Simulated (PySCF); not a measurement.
SMILES CC(O)[CH]O (C3H7O2), doublet at its B3LYP/def2-SVP optimised geometry (Å):

```
12

C     -0.0478     0.6820    -2.1585
C      0.0488     0.6239    -0.6254
O      1.3371     0.1485    -0.2227
C     -0.9301    -0.3292     0.0000
O     -0.5762    -1.6406     0.0000
H      0.7175     1.3571    -2.5833
H     -1.0330     1.0586    -2.4746
H      0.0915    -0.3245    -2.5841
H     -0.1339     1.6406    -0.2216
H      2.0069     0.5333    -0.8014
H     -2.0069    -0.1517    -0.0718
H      0.3988    -1.6406     0.0000
```

Computed with unrestricted B3LYP/def2-TZVP (PySCF). Cells within 0.4 Å of a nucleus heavier than hydrogen are left out (blank, or x).

Map of the deformation density (molecule minus spherical neutral atoms) (e/bohr³) on the plane z = 0.0 Å:

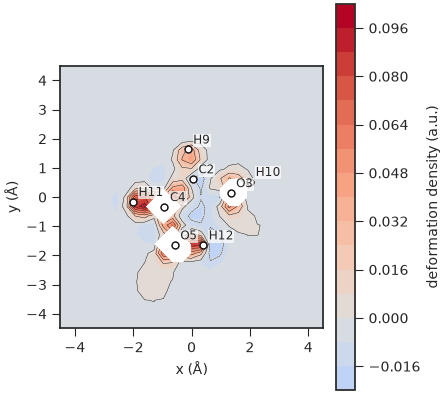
Figure. Deformation density (molecule minus spherical neutral atoms) (e/bohr³) on the plane z = 0.0 Å.
